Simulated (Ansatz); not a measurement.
Mg₇O

Input

```
crystal:
  lattice:
    - [5.8347444894, 0.0, 0.0]
    - [-2.9173722447, 5.0530369524, 0.0]
    - [0.0, 0.0, 5.7512812129]
  atoms:
    - { symbol: Mg, position: [0.5, 0.0, 0.7506004864] }
    - { symbol: Mg, position: [0.0, 0.5, 0.7506004864] }
    - { symbol: Mg, position: [0.5, 0.5, 0.7506004864] }
    - { symbol: Mg, position: [0.0, 0.5, 0.2493995136] }
    - { symbol: Mg, position: [0.5, 0.0, 0.2493995136] }
    - { symbol: Mg, position: [0.5, 0.5, 0.2493995136] }
    - { symbol: Mg, position: [0.0, 0.0, 0.5] }
    - { symbol: O, position: [0.0, 0.0, 0.0] }
basis:
  ecutwfc: 420
kpoints:
  mp_grid: { grid: [6, 6, 8] }
hamiltonian:
  xc: pbe
scf:
  occupations: { method: gaussian, width: 0.1 }
output:
  forces: true
  stress: true
  eigenvalues: true
  write_density: true
  write_potential: true
  elf: true
  volumetric_format: npy
relax:
  adjacent_minimum: "off"
  f_tol: 0.01
  max_steps: 80
  cell: { stress_tol: 0.05 }
```

Command:

```sh
ansatz run input.yaml --threads 1 --pin off --max-ram 2560MiB --backend cpu --events-out ev --progress --plain --runs-dir out
```

Below, planes, directions and counts refer to the conventional cell (a = 5.82 Å, b = 5.82 Å, c = 5.79 Å, α = 90.00°, β = 90.00°, γ = 120.00°).

The fields are those of the relaxed geometry.

Space group P6/mmm; a structure generated by program, which may or may not match a known phase.

Method: DFT PBE, scalar-relativistic, plane waves, PAW in Ansatz 0.2.0.

**Predict the valence pseudo-density and electron localisation function between the atoms.**

Mg–O (2.89 Å): ρ at the midpoint is about 0.09 e/Å³, with its minimum of 0.07 e/Å³ about 1.2 Å from Mg; the ELF is about 0.20 at the midpoint (no localised pair shows between them).
Mg–O (3.24 Å): ρ at the midpoint is about 0.06 e/Å³; the ELF is about 0.15 at the midpoint: no localised pair shows between them.

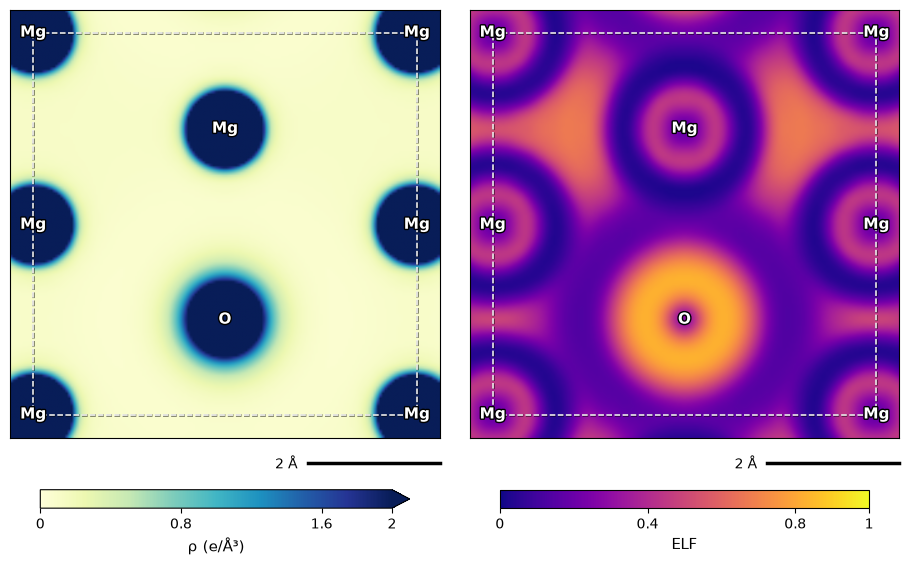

Computed valence pseudo-density and electron localisation function on the (100) plane of the conventional cell, in this order. 

In a PAW calculation such maps are meaningful between the atoms, not at the nuclei.
